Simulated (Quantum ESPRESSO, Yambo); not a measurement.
# GaAs (F-43m): G0W0 in Yambo against the bands, part 2 of 2

How does the gap of GaAs (F-43m) converge in the bands?

Yambo 5.3.0; PBE and many-body steps on it, plane waves. Known limits of the many-body steps: not at the basis limit; no spin-orbit coupling; coarse k mesh.

So far. Step 4 (124 bands): Against the run before, the gap moves by −0.033 eV.

### 5. 210 bands

Level of this step: G0W0 on PBE, plane waves, norm-conserving pseudopotentials (Yambo).

File gw4.in:

```
HF_and_locXC
gw0
dyson
ppa
em1d
rim_cut
RandQpts= 1000000
RandGvec= 1 RL
EXXRLvcs= 104 Ry
VXCRLvcs= 416 Ry
Chimod= "HARTREE"
% BndsRnXp
 1 | 210 |
%
NGsBlkXp= 15.5 Ry
% LongDrXp
 1 | 1 | 1 |
%
% GbndRnge
 1 | 210 |
%
DysSolver= "n"
ExtendOut
PPAPntXp= 27.21138 eV
% QPkrange
 1 | 1 | 21 | 24 |
%
```

Run with:

```console
OMP_NUM_THREADS=1 mpirun -n 4 yambo -F gw4.in -J gw4 -C gw4 > gw4.log
```

Log:

```text
 Yambo, version 5.3.0

 [02] CORE Variables Setup
 =========================

  [... cell, symmetries and grids as in the set-up ...]

  [02.05] Energies & Occupations
  ==============================

  [X] === General ===
  [X] Electronic Temperature                        :  0.000000  0.000000 [eV K]
  [X] Bosonic    Temperature                        :  0.000000  0.000000 [eV K]
  [X] Finite Temperature mode                       : no
  [X] El. density                                   :  0.97390E+24 [cm-3]
[...]
Sx RL components                                 :   5601

   QP @ state[ 1 ] K range                          :  1  1
   QP @ state[ 1 ] b range                          :  21  24
   GF energies kind                                 : Perdew, Burke & Ernzerhof(X)+Perdew, Burke & Ernzerhof(C)
   GF WF`s kind                                     : Perdew, Burke & Ernzerhof(X)+Perdew, Burke & Ernzerhof(C)
   Xs energies kind                                 : Perdew, Burke & Ernzerhof(X)+Perdew, Burke & Ernzerhof(C)
   Xs WF`s kind                                     : Perdew, Burke & Ernzerhof(X)+Perdew, Burke & Ernzerhof(C)

 [11] Game Over & Game summary
```

Elapsed: 4.6 min, on 4 MPI ranks of Arm Neoverse V2, shared host; peak memory 2.1 GiB.

Numbers from this step:

```
G0W0 gap on the points computed              : 1.141 eV
starting gap on the mesh                     : 0.5181 eV
k of the valence top                         : 0, 0, 0
k of the conduction bottom                   : 0, 0, 0
least direct G0W0 gap on the computed points : 1.141 eV
```

Against the run before, the gap moves by −0.035 eV.

### 6. 312 bands

File gw5.in:

```
HF_and_locXC
gw0
dyson
ppa
em1d
rim_cut
RandQpts= 1000000
RandGvec= 1 RL
EXXRLvcs= 104 Ry
VXCRLvcs= 416 Ry
Chimod= "HARTREE"
% BndsRnXp
 1 | 312 |
%
NGsBlkXp= 15.5 Ry
% LongDrXp
 1 | 1 | 1 |
%
% GbndRnge
 1 | 312 |
%
DysSolver= "n"
ExtendOut
PPAPntXp= 27.21138 eV
% QPkrange
 1 | 1 | 21 | 24 |
%
```

Run with:

```console
OMP_NUM_THREADS=1 mpirun -n 4 yambo -F gw5.in -J gw5 -C gw5 > gw5.log
```

Log:

```text
 Yambo, version 5.3.0

 [02] CORE Variables Setup
 =========================

  [... cell, symmetries and grids as in the set-up ...]

  [02.05] Energies & Occupations
  ==============================

  [X] === General ===
  [X] Electronic Temperature                        :  0.000000  0.000000 [eV K]
  [X] Bosonic    Temperature                        :  0.000000  0.000000 [eV K]
  [X] Finite Temperature mode                       : no
  [X] El. density                                   :  0.97390E+24 [cm-3]
[...]
Sx RL components                                 :   5601

   QP @ state[ 1 ] K range                          :  1  1
   QP @ state[ 1 ] b range                          :  21  24
   GF energies kind                                 : Perdew, Burke & Ernzerhof(X)+Perdew, Burke & Ernzerhof(C)
   GF WF`s kind                                     : Perdew, Burke & Ernzerhof(X)+Perdew, Burke & Ernzerhof(C)
   Xs energies kind                                 : Perdew, Burke & Ernzerhof(X)+Perdew, Burke & Ernzerhof(C)
   Xs WF`s kind                                     : Perdew, Burke & Ernzerhof(X)+Perdew, Burke & Ernzerhof(C)

 [11] Game Over & Game summary
```

It took 6.9 min on 4 MPI ranks; peak memory 2.6 GiB.

Numbers from this step:

| Quantity | Value |
| --- | --- |
| G0W0 gap on the points computed | 1.124 eV |
| starting gap on the mesh | 0.5181 eV |
| k of the valence top | 0, 0, 0 |
| k of the conduction bottom | 0, 0, 0 |
| least direct G0W0 gap on the computed points | 1.124 eV |

Against the run before, the gap moves by −0.018 eV.

### 7. 427 bands

File gw6.in:

```
HF_and_locXC
gw0
dyson
ppa
em1d
rim_cut
RandQpts= 1000000
RandGvec= 1 RL
EXXRLvcs= 104 Ry
VXCRLvcs= 416 Ry
Chimod= "HARTREE"
% BndsRnXp
 1 | 427 |
%
NGsBlkXp= 15.5 Ry
% LongDrXp
 1 | 1 | 1 |
%
% GbndRnge
 1 | 427 |
%
DysSolver= "n"
ExtendOut
PPAPntXp= 27.21138 eV
% QPkrange
 1 | 1 | 21 | 24 |
%
```

Run with:

```console
OMP_NUM_THREADS=1 mpirun -n 4 yambo -F gw6.in -J gw6 -C gw6 > gw6.log
```

Log:

```text
 Yambo, version 5.3.0

 [02] CORE Variables Setup
 =========================

  [... cell, symmetries and grids as in the set-up ...]

  [02.05] Energies & Occupations
  ==============================

  [X] === General ===
  [X] Electronic Temperature                        :  0.000000  0.000000 [eV K]
  [X] Bosonic    Temperature                        :  0.000000  0.000000 [eV K]
  [X] Finite Temperature mode                       : no
  [X] El. density                                   :  0.97390E+24 [cm-3]
[...]
Sx RL components                                 :   5601

   QP @ state[ 1 ] K range                          :  1  1
   QP @ state[ 1 ] b range                          :  21  24
   GF energies kind                                 : Perdew, Burke & Ernzerhof(X)+Perdew, Burke & Ernzerhof(C)
   GF WF`s kind                                     : Perdew, Burke & Ernzerhof(X)+Perdew, Burke & Ernzerhof(C)
   Xs energies kind                                 : Perdew, Burke & Ernzerhof(X)+Perdew, Burke & Ernzerhof(C)
   Xs WF`s kind                                     : Perdew, Burke & Ernzerhof(X)+Perdew, Burke & Ernzerhof(C)

 [11] Game Over & Game summary
```

The job ended after 9.7 min (4 MPI ranks; peak memory 3.3 GiB).

This step gave:

```
G0W0 gap on the points computed              : 1.112 eV
starting gap on the mesh                     : 0.5181 eV
k of the valence top                         : 0, 0, 0
k of the conduction bottom                   : 0, 0, 0
least direct G0W0 gap on the computed points : 1.112 eV
```

Against the run before, the gap moves by −0.012 eV.

### 8. The runs together

Times are wall times on 4 MPI ranks of Arm Neoverse V2, shared host, good to a factor of about two.

```
      run   mesh  bands  screening cutoff (eV)  DFT gap (eV)  gap on the mesh (eV)  direct (eV)     time
 45 bands  4×4×4     45                  210.9         0.518                 1.231        1.231     47 s
 72 bands  4×4×4     72                  210.9         0.518                 1.209        1.209     85 s
124 bands  4×4×4    124                  210.9         0.518                 1.176        1.176  2.6 min
210 bands  4×4×4    210                  210.9         0.518                 1.141        1.141  4.6 min
312 bands  4×4×4    312                  210.9         0.518                 1.124        1.124  6.9 min
427 bands  4×4×4    427                  210.9         0.518                 1.112        1.112  9.7 min
```

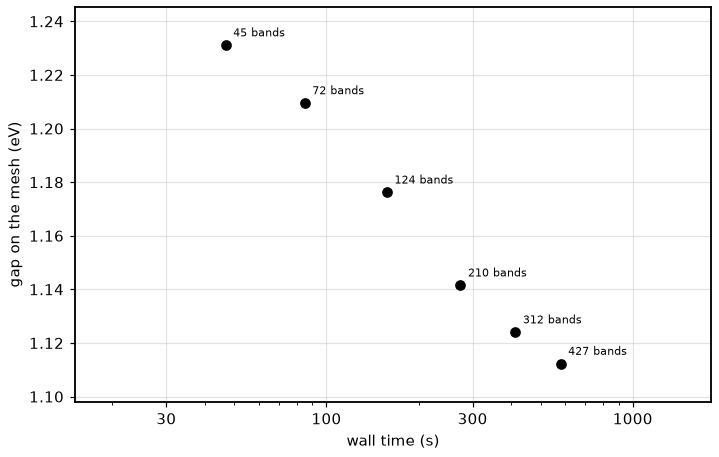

Result against wall time.

### 9. What came out

| Quantity | Value |
| --- | --- |
| 45 bands | 1.231 eV |
| 72 bands | 1.209 eV |
| 124 bands | 1.176 eV |
| 210 bands | 1.141 eV |
| 312 bands | 1.124 eV |
| 427 bands | 1.112 eV |
| known limits | not at the basis limit; no spin-orbit coupling; coarse k mesh |

The setting moved: bands. From 45 bands to 427 bands the gap moves by −0.12 eV, for 12 times the time. The last step still moves it by −0.012 eV. Bands and screening cutoff are coupled, so a series along one setting does not show full convergence. Bands and cutoff are finite, so the gap is not at the basis limit. The miss can reach some tenths of an eV and take either sign; the mesh is an error of its own. In the G0W0 runs levels were corrected at 1 k point alone, so a gap called «on the mesh» is the least over those, and an edge elsewhere would be missed. The 4×4×4 mesh is coarse for this cell, which bears on the long-range parts of exchange and screening. The many-body steps are scalar-relativistic: spin-orbit coupling is not in them.

[Paths, hosts, dates, memory and timing lines, banners, echoed tables and standing remarks are left out of the program output.]

[Logs are printed without paths, hosts, clocks, repeated set-up lines and the standing remarks that a program may print on its own settings, such as how far it seeks lower states.]

[Runs of the session that timed out or met a known fault of the program may be left out.]

[Hosts, paths, dates, database ids (printed as entryN), source tags and the programs' standing remarks are cut or masked in the printed files.]
